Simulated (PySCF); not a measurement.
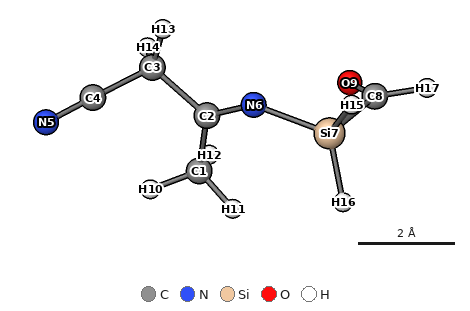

Figure 1. The structure as given in the input (ball-and-stick view, seen at a tilt; atoms are numbered from 1 in the order of the input). Bond lengths as drawn: C–C 1.44 to 1.52 Å, C–H 1.09 to 1.11 Å, C–N 1.14 to 1.25 Å, C–O 1.20 Å, C–Si 1.92 Å, H–Si 1.46 to 1.47 Å and N–Si 1.70 Å.

# NMR shielding calculation, with input and output: C5H8N2OSi

C5H8N2OSi, computed with GIAO PBE0/pcSseg-1 NMR shielding, non-relativistic, gas phase (PySCF 2.14.0).

The geometry comes from this level: GFN2-xTB. It belongs to a series of runs on one base structure; here: CH2 inserted into a C-C bond. Figures and captions count atoms from 1; the log counts them from 0 in places.

The program's output:
```
coarse grid: 15224 points
cycle   1  E = -668.6668276216  dE =  1.278e+00  |g| = 9.124e-01  |ddm| = 3.843e+00
cycle   2  E = -668.0591350163  dE =  6.077e-01  |g| = 1.947e+00  |ddm| = 2.274e+00
cycle   3  E = -668.8411754701  dE = -7.820e-01  |g| = 1.458e-01  |ddm| = 1.626e+00
cycle   4  E = -668.8444702924  dE = -3.295e-03  |g| = 8.994e-02  |ddm| = 1.829e-01
cycle   5  E = -668.8458898950  dE = -1.420e-03  |g| = 3.670e-02  |ddm| = 8.924e-02
cycle   6  E = -668.8461785329  dE = -2.886e-04  |g| = 6.375e-03  |ddm| = 3.180e-02
cycle   7  E = -668.8461853703  dE = -6.837e-06  |g| = 3.346e-03  |ddm| = 5.705e-03
cycle   8  E = -668.8461873733  dE = -2.003e-06  |g| = 1.082e-03  |ddm| = 2.706e-03
final grid: 144136 points
cycle   9  E = -668.9062743242  dE = -2.849e-05  |g| = 1.020e-02  |ddm| = 2.888e-02
cycle  10  E = -668.9062361317  dE =  3.819e-05  |g| = 1.751e-02  |ddm| = 1.788e-02
cycle  11  E = -668.9062946610  dE = -5.853e-05  |g| = 2.866e-03  |ddm| = 1.127e-02
cycle  12  E = -668.9062963787  dE = -1.718e-06  |g| = 3.016e-04  |ddm| = 2.270e-03
cycle  13  E = -668.9062963919  dE = -1.322e-08  |g| = 1.863e-04  |ddm| = 3.522e-04
cycle  14  E = -668.9062963979  dE = -6.035e-09  |g| = 8.818e-05  |ddm| = 1.577e-04
cycle  15  E = -668.9062963995  dE = -1.603e-09  |g| = 1.896e-05  |ddm| = 7.508e-05
cycle  16  E = -668.9062963996  dE = -6.526e-11  |g| = 7.500e-06  |ddm| = 1.667e-05
```

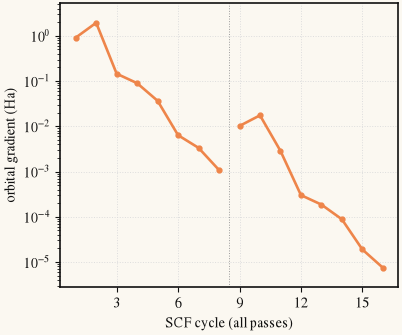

Figure 2. Convergence of the self-consistent field: orbital gradient against the SCF cycle. The dotted line marks the change from a coarse to the final integration grid. The first 8 cycles use a coarse grid, the final grid takes over at cycle 9, and the field converges after 16 cycles in all.

```
converged SCF energy = -668.9062963996

GIAO shielding tensors (ppm)
atom      isotropic    diamagn.    paramagn.     s11        s22        s33       span
  0 C      159.507     253.790     -94.282    140.901    150.109    187.513     46.612
  1 C        0.907     254.938    -254.031   -103.586    -16.080    122.386    225.972
  2 C      151.695     249.525     -97.830    129.576    145.792    179.717     50.141
  3 C       65.640     260.568    -194.928    -49.695    -44.310    290.925    340.620
  4 N      -38.307     339.081    -377.388   -205.963   -197.124    288.166    494.128
  5 N      -88.143     332.902    -421.045   -410.293   -107.068    252.933    663.226
  6 Si     419.684     883.345    -463.660    364.033    418.299    476.722    112.689
  7 C      -57.968     253.546    -311.514   -181.582    -86.794     94.471    276.053
  8 O     -592.283     404.568    -996.851  -1646.788   -551.396    421.335   2068.123
  9 H       28.662      31.407      -2.745     24.531     29.253     32.204      7.673
 10 H       29.958      32.965      -3.007     26.145     29.766     33.963      7.818
 11 H       29.408      31.399      -1.991     26.759     27.097     34.369      7.610
 12 H       28.565      28.562       0.003     24.629     28.303     32.762      8.133
 13 H       28.249      28.486      -0.237     25.900     27.069     31.779      5.878
 14 H       26.184      30.329      -4.145     22.444     25.748     30.362      7.918
 15 H       26.413      30.529      -4.116     22.925     26.094     30.220      7.294
 16 H       19.471      25.983      -6.512     14.329     20.609     23.476      9.148
```

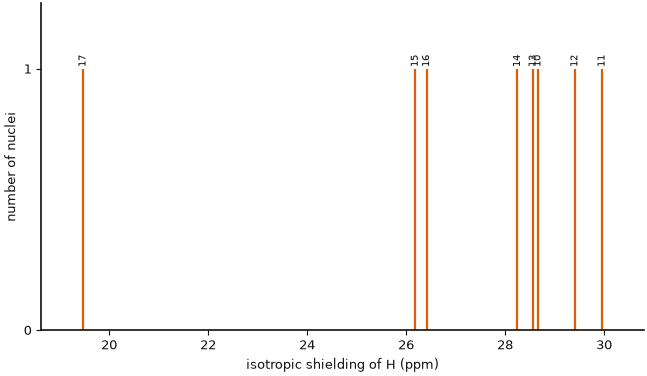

Figure 3. Isotropic shieldings of the hydrogen nuclei in this fixed geometry, labelled by atom number; shielding grows to the right, so chemical shift grows to the left. The least shielded is H17 (19.5 ppm), the most shielded H11 (30.0 ppm).

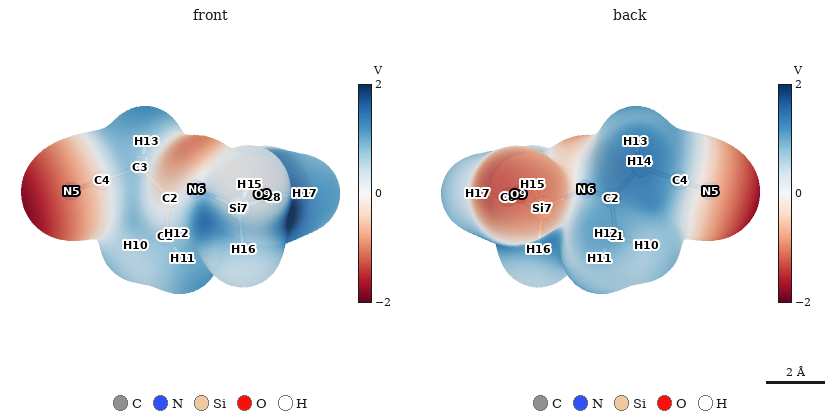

Figure 4. The electrostatic potential painted on the density surface at 0.002 e/bohr³, seen at a tilt and from behind; the colour scale runs from red (negative) to blue (positive). A positive charge is drawn to the negative regions and a negative charge to the positive ones.

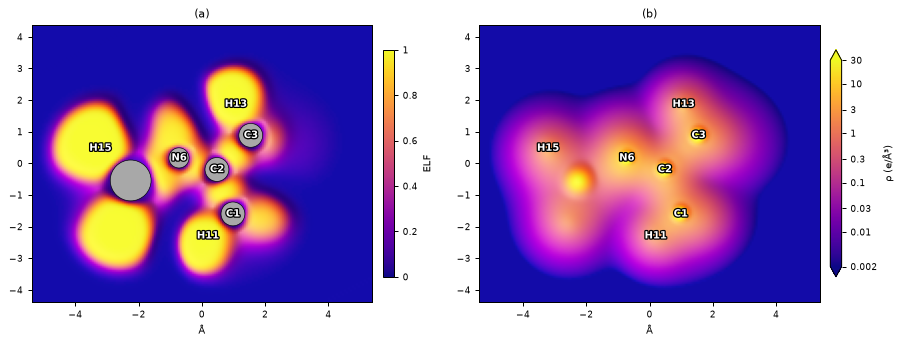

Figure 5. (a) ELF; (b) electron density on the plane of atoms C3, C2 and N6. Grey discs, where drawn, cover atomic cores. Atoms in the plane: C, N and H. C–N (1.25 Å): ρ at the midpoint is about 2.8 e/Å³; the ELF peaks at about 0.90 between the atoms; a double or triple bond.

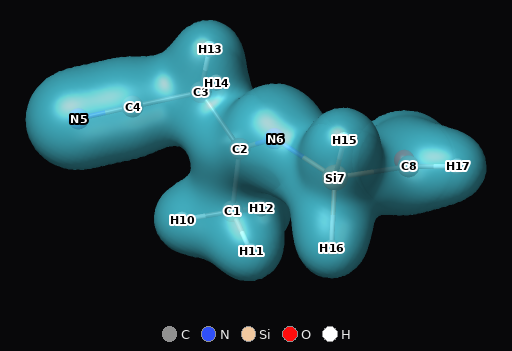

Figure 6. Isosurface of the total electron density at 0.2 e/Å³ (cyan), seen at a tilt. At this value the surface is in one piece. On the grid the lowest density along these lines, outside the cores, is 3.3 e/Å³ (C–N, 1.14 Å), 2.9 e/Å³ (C–O, 1.20 Å), 1.8 e/Å³ (C–C, 1.44 Å) and 0.93 e/Å³ (Si–N, 1.70 Å).

The run was set up as follows.

Input:
```
{"job": {"kind": "nmr", "xc": "PBE0", "basis": "pcSseg-1"}, "charge": 0, "multiplicity": 1}
C     -0.112367    -0.519404     1.531059
C     -0.609878    -0.082126     0.192818
C     -1.920427    -0.705621    -0.251637
C     -2.975680    -0.408368     0.680829
N     -3.800989    -0.163965     1.432847
N     -0.049810     0.723254    -0.589651
Si     1.472595     1.475405    -0.735020
C      2.593921     0.046558    -1.369539
O      2.390231    -1.116153    -1.129703
H     -0.925501    -0.566165     2.253182
H      0.664754     0.151301     1.886670
H      0.314398    -1.517824     1.432436
H     -2.191910    -0.323636    -1.238431
H     -1.799428    -1.791916    -0.304960
H      1.298420     2.470359    -1.785756
H      2.162885     2.017056     0.441648
H      3.481789     0.323277    -1.977681
```

The first line tells a small driver script what to run in PySCF; the rest is the geometry in Å.

Launched with:
```bash
OMP_NUM_THREADS=1 python <driver script> task.json out
```

Results in brief:

| quantity | value |
| --- | --- |
| outcome | converged |
| total energy | −668.906296 hartree |
| HOMO | −7.15 eV |
| LUMO | −1.70 eV |
| dipole moment | 3.19 D |
| isotropic shielding, C | −58.0 to 159.5 ppm |
| isotropic shielding, N | −88.1 to −38.3 ppm |
| isotropic shielding, Si | 419.7 ppm |
| isotropic shielding, O | −592.3 ppm |
| isotropic shielding, H | 19.5 to 30.0 ppm |
| hardware | 1 CPU thread, shared host |
| wall time | 50 s |
| peak memory | 0.88 GiB |
